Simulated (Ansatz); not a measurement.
# Run report: Si2H8SO, nudged elastic band (part 2 of 2)

Continued. System: Si2H8SO. Method: RKS PBE0-D4/6-31G* (Ansatz 0.2.0). One setting was made poor on purpose. It belongs to a series of runs on one base structure; here: band between the two ends.

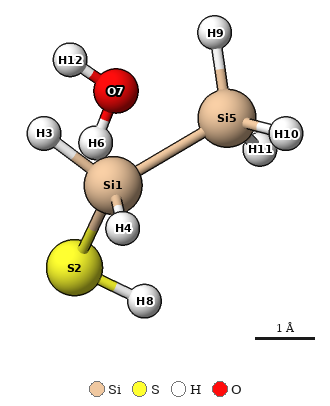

Fig. 1: The starting structure (ball-and-stick view, seen at a tilt; atoms are numbered from 1 in the order of the input).

### The last band as extended XYZ, continued
```
12
Properties=species:S:1:pos:R:3:forces:R:3 image=2 energy=-28753.16228
Si   -0.3995   -0.7569    0.2816   -0.0038   0.0031   0.0073
S     1.7282    0.4891    1.1686   -0.0033   0.0005  -0.0002
H    -1.2276   -1.7795   -0.4678    0.0020   0.0038   0.0004
H    -0.4857   -1.2462    1.6818    0.0002  -0.0007  -0.0019
Si   -1.2882    1.3259   -0.2606    0.0046  -0.0016  -0.0052
H     1.8361   -0.9507   -0.0431   -0.0242  -0.0192  -0.0210
O     1.0953   -1.4202   -0.6444    0.0233   0.0216   0.0159
H     1.9668    1.3758    0.1810    0.0005  -0.0001  -0.0003
H    -0.4182    1.9328   -1.3095   -0.0031   0.0000   0.0024
H    -2.6721    1.2188   -0.8127   -0.0010   0.0002  -0.0002
H    -1.2929    2.2005    0.9408    0.0006  -0.0009   0.0013
H     1.1577   -2.3894   -0.7157    0.0040  -0.0067   0.0016
12
Properties=species:S:1:pos:R:3:forces:R:3 image=3 energy=-28754.13935
Si   -0.5859   -0.9950    0.0895   -0.0786  -0.1187  -0.0920
S     2.0711    0.5689    1.2499    0.1736   0.0538   0.0122
H    -1.6156   -1.8840   -0.5165   -0.1816  -0.0664   0.0041
H    -0.5458   -1.2986    1.5509    0.0005  -0.0156  -0.0486
Si   -1.2036    1.2403   -0.2977    0.0302  -0.0511  -0.0099
H     2.0387   -0.4915    0.3908    0.1056   0.2426   0.2025
O     0.8583   -1.4259   -0.6910   -0.1079   0.0043  -0.0200
H     2.1100    1.4517    0.2367    0.0608   0.0520  -0.0044
H    -0.3031    1.8945   -1.2905    0.0270  -0.0317   0.0008
H    -2.5874    1.2602   -0.8627    0.0232  -0.0077  -0.0047
H    -1.2103    2.0571    0.9483    0.0317  -0.0717   0.0005
H     0.9737   -2.3776   -0.8079   -0.0844   0.0101  -0.0406
12
Properties=species:S:1:pos:R:3:forces:R:3 image=4 energy=-28754.27027
Si   -0.8066   -1.1171    0.0023   -0.0134  -0.0060  -0.0018
S     2.4327    0.7814    1.2334    0.0121   0.0089  -0.0002
H    -1.8071   -1.9030   -0.7824   -0.0056  -0.0017  -0.0082
H    -0.9554   -1.5290    1.4306   -0.0132  -0.0086  -0.0038
Si   -1.1933    1.1757   -0.2724   -0.0001  -0.0033   0.0002
H     2.0352   -0.2374    0.4372   -0.0004   0.0106   0.0006
O     0.7412   -1.4540   -0.5672    0.0036   0.0026  -0.0006
H     2.4867    1.6517    0.2095    0.0086   0.0075  -0.0063
H    -0.3231    1.7109   -1.3585    0.0065  -0.0044   0.0067
H    -2.6149    1.3646   -0.6878   -0.0026   0.0008   0.0048
H    -0.9603    1.9477    0.9765    0.0059  -0.0051  -0.0009
H     0.9648   -2.3915   -0.6212   -0.0014  -0.0015   0.0096
12
Properties=species:S:1:pos:R:3:forces:R:3 image=5 energy=-28754.29566
Si   -0.9168   -1.1479    0.0033   -0.0015  -0.0011  -0.0022
S     2.6542    0.9788    0.9564    0.0034   0.0038  -0.0030
H    -1.7298   -1.8637   -1.0268    0.0025   0.0006  -0.0070
H    -1.3989   -1.6185    1.3375   -0.0084  -0.0030  -0.0035
Si   -1.1965    1.1604   -0.2273   -0.0010  -0.0007   0.0022
H     2.0292   -0.1141    0.4611   -0.0001   0.0026   0.0008
O     0.7157   -1.4963   -0.2029    0.0012  -0.0007   0.0057
H     2.7532    1.5603   -0.2522    0.0027  -0.0010  -0.0068
H    -0.4096    1.6603   -1.3901    0.0006   0.0002   0.0022
H    -2.6435    1.4027   -0.5053   -0.0009   0.0006   0.0036
H    -0.8124    1.9076    0.9982    0.0015  -0.0019   0.0018
H     0.9553   -2.4299   -0.1521    0.0001   0.0006   0.0064
12
Properties=species:S:1:pos:R:3:forces:R:3 image=6 energy=-28754.30642
Si   -0.9360   -1.1514   -0.0224    0.0028  -0.0075  -0.0013
S     2.7076    1.1424    0.6194    0.0060   0.0056  -0.0283
H    -1.4789   -1.7814   -1.2662    0.0076   0.0075   0.0144
H    -1.7154   -1.7167    1.1224    0.0082   0.0071  -0.0135
Si   -1.2009    1.1663   -0.1214   -0.0081  -0.0133   0.0031
H     2.0374   -0.0221    0.4650   -0.0013  -0.0027  -0.0021
O     0.7011   -1.4985    0.1463   -0.0238  -0.0023  -0.0002
H     2.8681    1.3118   -0.7065   -0.0065  -0.0076   0.0300
H    -0.4199    1.7530   -1.2437    0.0073   0.0057  -0.0120
H    -2.6517    1.4034   -0.3853   -0.0083   0.0032  -0.0018
H    -0.8358    1.8265    1.1585    0.0036   0.0044   0.0108
H     0.9245   -2.4333    0.2338    0.0124  -0.0001   0.0009
```

This output came from the following input.

### Input
```yaml
crystal:
  periodic: [false, false, false]
  atoms:
    - { symbol: Si, position_ang: [-0.536522, -0.716427, 0.96438] }
    - { symbol: S, position_ang: [1.488162, -0.583079, 1.746122] }
    - { symbol: H, position_ang: [-0.545627, -2.064466, 0.331335] }
    - { symbol: H, position_ang: [-1.485673, -0.759725, 2.115959] }
    - { symbol: Si, position_ang: [-1.066993, 1.007963, -0.531407] }
    - { symbol: H, position_ang: [1.84873, -0.353005, -0.773224] }
    - { symbol: O, position_ang: [1.284963, -0.280564, -1.559816] }
    - { symbol: H, position_ang: [1.45381, 0.72682, 2.058835] }
    - { symbol: H, position_ang: [-1.423469, 0.489584, -1.876932] }
    - { symbol: H, position_ang: [-2.27576, 1.705371, 0.012528] }
    - { symbol: H, position_ang: [0.027572, 2.011478, -0.590557] }
    - { symbol: H, position_ang: [1.230806, -1.18395, -1.897322] }
basis:
  gaussian: { orbitals: "6-31G*" }
hamiltonian:
  xc: pbe0
  dispersion: d4
neb:
  order_check: false
  images: 5
  f_tol: 0.03
  max_iterations: 60
  spring: 50.0
  final_atoms:
    - { symbol: Si, position_ang: [-0.93602933, -1.15140593, -0.02243724] }
    - { symbol: S, position_ang: [2.70763743, 1.14241686, 0.61940973] }
    - { symbol: H, position_ang: [-1.47885783, -1.78142915, -1.26618669] }
    - { symbol: H, position_ang: [-1.71544841, -1.71667163, 1.12244409] }
    - { symbol: Si, position_ang: [-1.20092326, 1.16632115, -0.12143511] }
    - { symbol: H, position_ang: [2.03738022, -0.02212449, 0.46496087] }
    - { symbol: O, position_ang: [0.70107945, -1.4985073, 0.14633016] }
    - { symbol: H, position_ang: [2.86807613, 1.31182265, -0.70648845] }
    - { symbol: H, position_ang: [-0.41994757, 1.75302512, -1.24366667] }
    - { symbol: H, position_ang: [-2.65170532, 1.40337155, -0.38528685] }
    - { symbol: H, position_ang: [-0.83577594, 1.82645858, 1.1584872] }
    - { symbol: H, position_ang: [0.92451344, -2.4332774, 0.23376996] }
  initial_path:
    images:
      - { positions_ang: [[-0.536522, -0.716427, 0.96438], [1.488162, -0.583079, 1.746122], [-0.545627, -2.064466, 0.331335], [-1.485673, -0.759725, 2.115959], [-1.066993, 1.007963, -0.531407], [1.84873, -0.353005, -0.773224], [1.284963, -0.280564, -1.559816], [1.45381, 0.72682, 2.058835], [-1.423469, 0.489584, -1.876932], [-2.27576, 1.705371, 0.012528], [0.027572, 2.011478, -0.590557], [1.230806, -1.18395, -1.897322]] }
      - { positions_ang: [[-0.51115595, -0.73324264, 0.79844075], [1.5730051, -0.55541672, 1.72048428], [-0.54065031, -2.10616044, 0.26346177], [-1.36199752, -0.77849251, 2.01197148], [-1.10892696, 1.06089575, -0.54466693], [1.84703683, -0.40505044, -0.55515874], [1.17953072, -0.40650604, -1.38324619], [1.52394251, 0.75877769, 1.93825348], [-1.44859527, 0.63424596, -1.91225449], [-2.3284859, 1.68476128, 0.02409466], [-0.05649351, 2.09737637, -0.56559395], [1.23278924, -1.25118826, -1.79588512]] }
      - { positions_ang: [[-0.4857899, -0.75005827, 0.6325015], [1.65784821, -0.52775445, 1.69484657], [-0.53567362, -2.14785487, 0.19558853], [-1.23832203, -0.79726002, 1.90798397], [-1.15086091, 1.11382849, -0.55792687], [1.84534366, -0.45709587, -0.33709348], [1.07409845, -0.53244809, -1.20667638], [1.59407501, 0.79073537, 1.81767195], [-1.47372154, 0.77890793, -1.94757698], [-2.38121179, 1.66415157, 0.03566133], [-0.14055901, 2.18327473, -0.54063091], [1.23477248, -1.31842651, -1.69444823]] }
      - { positions_ang: [[-0.46042385, -0.76687391, 0.46656225], [1.74269131, -0.50009217, 1.66920885], [-0.53069692, -2.18954931, 0.1277153], [-1.11464655, -0.81602754, 1.80399645], [-1.19279487, 1.16676124, -0.5711868], [1.84365048, -0.50914131, -0.11902822], [0.96866617, -0.65839013, -1.03010657], [1.66420752, 0.82269306, 1.69709043], [-1.49884781, 0.92356989, -1.98289947], [-2.43393769, 1.64354185, 0.04722799], [-0.22462452, 2.2691731, -0.51566786], [1.23675572, -1.38566477, -1.59301135]] }
      - { positions_ang: [[-0.61895901, -0.89505125, 0.30356242], [2.06434001, 0.04741084, 1.31927581], [-0.84675056, -2.05350925, -0.3369187], [-1.31491383, -1.11624223, 1.57681233], [-1.19550433, 1.16661454, -0.42126957], [1.90822706, -0.34680237, 0.07563481], [0.8794706, -0.93842919, -0.637961], [2.06549705, 0.98573626, 0.89589747], [-1.13921439, 1.20005497, -1.73648854], [-2.5065269, 1.56348508, -0.09694362], [-0.42834166, 2.12160159, 0.04238383], [1.13267496, -1.73486898, -0.98408424]] }
      - { positions_ang: [[-0.77749417, -1.02322859, 0.14056259], [2.38598872, 0.59491385, 0.96934277], [-1.16280419, -1.9174692, -0.80155269], [-1.51518112, -1.41645693, 1.34962821], [-1.1982138, 1.16646785, -0.27135234], [1.97280364, -0.18446343, 0.27029784], [0.79027502, -1.21846825, -0.24581542], [2.46678659, 1.14877945, 0.09470451], [-0.77958098, 1.47654004, -1.4900776], [-2.57911611, 1.48342832, -0.24111523], [-0.6320588, 1.97403009, 0.60043551], [1.0285942, -2.08407319, -0.37515714]] }
      - { positions_ang: [[-0.93602933, -1.15140593, -0.02243724], [2.70763743, 1.14241686, 0.61940973], [-1.47885783, -1.78142915, -1.26618669], [-1.71544841, -1.71667163, 1.12244409], [-1.20092326, 1.16632115, -0.12143511], [2.03738022, -0.02212449, 0.46496087], [0.70107945, -1.4985073, 0.14633016], [2.86807613, 1.31182265, -0.70648845], [-0.41994757, 1.75302512, -1.24366667], [-2.65170532, 1.40337155, -0.38528685], [-0.83577594, 1.82645858, 1.1584872], [0.92451344, -2.4332774, 0.23376996]] }
```

Launched with:
```bash
ansatz run input.yaml --threads 2 --pin off --max-ram 3072MiB --backend cpu --events-out ev --progress --plain --runs-dir out
```

### Summary

```tsv
quantity	value
outcome	converged
barrier, forward	1.068 eV
barrier, backward	1.144 eV
hardware	2 threads of Arm Neoverse V1, 24 GiB of memory available, shared host
wall time	11 min (CPU time 21 min)
peak memory	0.2 GiB
```

### Remarks

A deliberately poor setting: spring. The order of the saddle point was not checked.
